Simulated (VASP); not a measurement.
Band structure of ZnFe3C (space group Pm-3m). Calculation: PBEsol GGA, VASP's PBE PAW potentials (set 64) (plane waves; VASP).

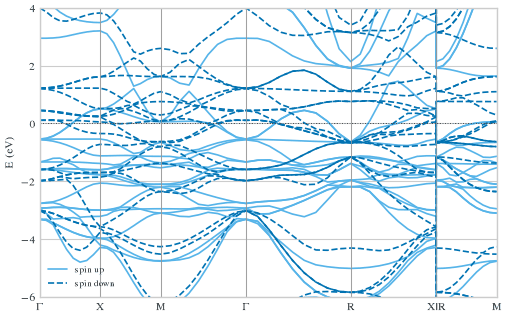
Fig. 1. Bands along high-symmetry lines, zero at the valence-band maximum or, without a gap, the Fermi level

### Question
Read the plot: is there a gap, and where are the band edges?

### Answer
It has no gap at this level: it comes out as a metal or semimetal.

The structure was generated: ZnFe3C was put into an ordered model structure, which need not be its known phase. The cell was not relaxed at this level. The k-mesh is coarse (spacing up to 0.32 per Å, 2π included), so the numbers may not be converged in it.
